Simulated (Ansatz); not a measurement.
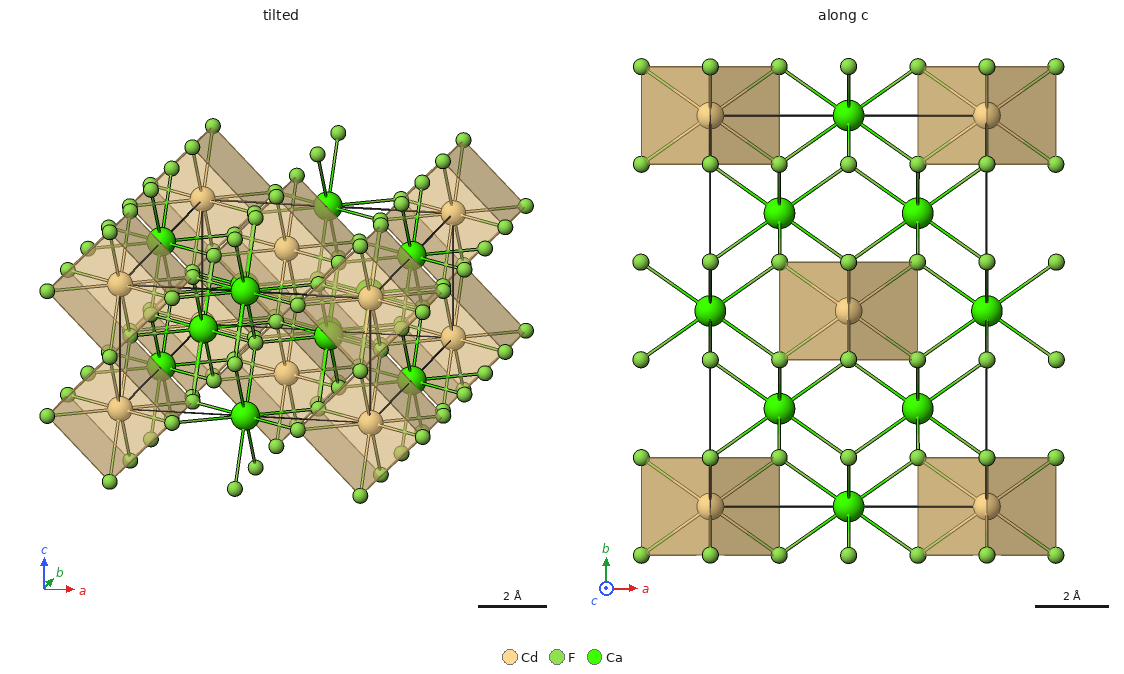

The image is a polyhedral drawing of a crystal, viewed slightly off an axis and along the c axis. The box is the conventional unit cell; atoms on or close to its faces, edges and corners are drawn wherever they repeat. Some neighbours outside the box are added.

Ca3CdF8, space group Cmmm (No. 65), a = 7.679 Å, b = 10.854 Å, c = 3.835 Å, α = 90.00°, β = 90.00°, γ = 90.00°. Source of the structure: a structure type filled with these elements by a generator (whether the compound takes this form wasn't checked). Earlier steps of the study, as a rule a relaxation of our own, may have changed the cell and positions, so they can lie some per cent off the listed ones. Ansatz was used for an electronic-structure calculation on it.

This one geometry was computed with Ansatz (DFT, plane waves, PAW) at five levels of theory: PBE, PBE0, r2SCAN, HSE06 and PBE with spin-orbit coupling. It was relaxed beforehand with r2SCAN.

Which level gives the highest pressure at this volume, and what does that say about its equilibrium volume?

Highest: PBE (3.9 GPa) and PBE with spin-orbit coupling (3.9 GPa), which points to the largest equilibrium volume. Lowest, with the smallest volume: r2SCAN (0.0 GPa). Levels within 0.5 GPa of each other can't be told apart.

How does the band gap change with the level of theory?

PBE with spin-orbit coupling: a gap of 5.32 eV, indirect; PBE: a gap of 5.33 eV, indirect; r2SCAN: a gap of 6.02 eV, indirect; HSE06: a gap of 7.44 eV, indirect; PBE0: a gap of 8.21 eV, indirect.

Collect the results in a table.

| level | cutoff (eV) | k-mesh of the run's cell | gap (eV) | pressure (GPa) |
| --- | --- | --- | --- | --- |
| PBE | 420 | 4×4×6 | 5.33 | 3.9 |
| PBE0 | 420 | 2×2×4 | 8.21 | 1.3 |
| r2SCAN | 500 | 4×4×6 | 6.02 | 0.0 |
| HSE06 | 420 | 2×2×4 | 7.44 | 1.5 |
| PBE with spin-orbit coupling | 420 | 4×4×6 | 5.32 | 3.9 |

Gaps are taken on the k-mesh or band path of each run.
